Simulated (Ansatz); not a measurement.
The structure below was relaxed with PBE, PAW, 420 eV (Ansatz, an electronic-structure program; scalar-relativistic without spin-orbit coupling), at pressure 0.9 GPa.

```
CELL_PARAMETERS angstrom
      0.00000     3.16542     3.16542
      3.16542     0.00000     3.16542
      3.16542     3.16542     0.00000
ATOMIC_POSITIONS crystal
  Si 0.00000 0.00000 0.00000
  Mg 0.25000 0.25000 0.25000
  Mg 0.75000 0.75000 0.75000
```

Q: Find the space group and the Wyckoff positions.

A: Space group Fm-3m (No. 225); a = 6.331 Å, b = 6.331 Å, c = 6.331 Å, α = 90.00°, β = 90.00°, γ = 90.00°

```tsv
atom	site	symmetry	x	y	z
Si	4a	m-3m	0.0000	0.0000	0.0000
Mg	8c	-43m	0.2500	0.2500	0.2500
```

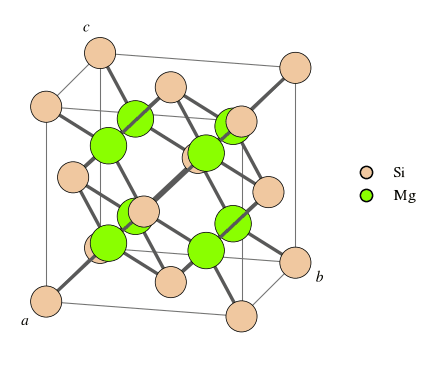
Figure: The conventional cell

Load acts through the strain it causes; cell and atoms are relaxed under it. No phonon test of stability was made. The cell was made from Mg₂Si (space group Fm-3m, No. 225) by this change: pressure 0.9 GPa.
